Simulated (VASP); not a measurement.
Band structure of Al (relaxed from the layer:black-P structure). Method: PBEsol GGA, VASP's PBE PAW potentials (set 64) (plane waves; VASP).

The cell holds a wide vacuum, so values per volume refer to the whole cell.

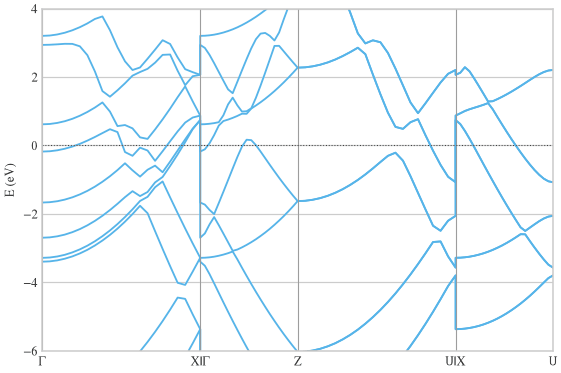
Figure. Bands along high-symmetry lines, zero at the valence-band maximum or, without a gap, the Fermi level

Problem. Read the plot: is there a gap, and where are the band edges?

Solution. It has no gap at this level: it comes out as a metal or semimetal. (Edges off the drawn lines would not show.)

The cell is a sheet with vacuum, built from a generated structure.
